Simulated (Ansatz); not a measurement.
# CH6OSi: the cost of one run

Program: Ansatz 0.2.0, Gaussian basis. Level of theory: PBE0-D4/def2-TZVP structures, single points in def2-TZVPP, no counterpoise correction. These are calculated values, not measurements.

Levels: SPW92, PBE-D4, BLYP-D4, r2SCAN-D4, B97M-V, PBE0-D4, B3LYP-D4, r2SCAN0-D4, BHLYP-D4, CAM-B3LYP-D4, wB97X-V, wB97M-V, B2PLYP, PBE-QIDH, RPA on PBE, Hartree-Fock, MP2, CCSD, CCSD(T).

Correlated methods freeze the cores. Filled d shells of the heavier atoms are correlated. B3LYP uses VWN-RPA correlation. B2PLYP carries no dispersion term here.

94 further runs of the same task are left out: 94 set aside as unsound or not needed. Runs told in other sessions of the task aren't counted.

### Step 1. The starting structure

The complex: 13 atoms, charge 0, spin multiplicity 1.

Atoms are counted from 1 here; the program's logs count them from 0.

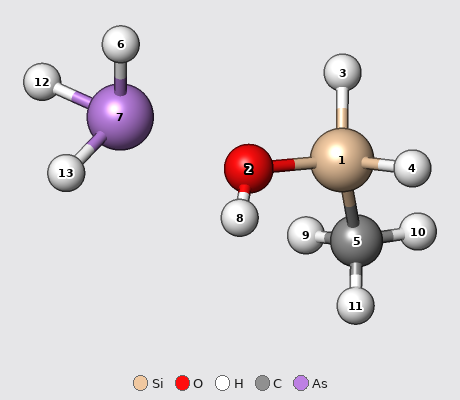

As it starts; silicon light orange, oxygen red, hydrogen white, carbon grey, arsenic purple; atoms are numbered from 1 in the order of the file.

As a file:

```xyz
13

Si   -0.5481   -0.4907    1.2981
O     1.0673   -0.4455    0.9376
H    -1.0795   -1.6322    0.5143
H    -0.7359   -0.7623    2.7532
C    -1.4253    1.0882    0.8493
H     1.4255   -1.6831   -1.9455
As    0.9277   -0.3045   -2.3406
H     1.6207    0.1391    1.4560
H    -1.3120    1.2999   -0.2164
H    -2.4930    1.0034    1.0716
H    -1.0344    1.9385    1.4144
H     1.3317   -0.5000   -3.7976
H     2.2552    0.3491   -1.9944
```

Its parts: CH₆OSi holds atoms 1, 2, 3, 4, 5, 8, 9, 10, 11; AsH₃ holds atoms 6, 7, 12, 13. Each part counts its atoms afresh in its own runs.

### Step 2. Relaxing CH₆OSi alone

File relax-a/in.yaml:

```yaml
crystal:
  periodic: [false, false, false]
  atoms:
    - {symbol: Si, position_ang: [-0.548068, -0.490686, 1.298065]}
    - {symbol: O, position_ang: [1.067328, -0.445517, 0.937554]}
    - {symbol: H, position_ang: [-1.079495, -1.632250, 0.514287]}
    - {symbol: H, position_ang: [-0.735859, -0.762259, 2.753204]}
    - {symbol: C, position_ang: [-1.425294, 1.088209, 0.849336]}
    - {symbol: H, position_ang: [1.620745, 0.139125, 1.456029]}
    - {symbol: H, position_ang: [-1.311991, 1.299855, -0.216411]}
    - {symbol: H, position_ang: [-2.493041, 1.003370, 1.071583]}
    - {symbol: H, position_ang: [-1.034366, 1.938528, 1.414415]}
basis:
  gaussian: {orbitals: def2-TZVP}
hamiltonian: {xc: pbe0, dispersion: d4}
relax: {f_tol: 0.005, max_steps: 200}
```

Started as:

```bash
ansatz run in.yaml --threads 8 --pin off --events-out ev --progress --plain --max-ram 19148MiB
```

**Question.** How long does this run take on 8 threads of Arm Neoverse V2, shared host?

About 3.5 s.
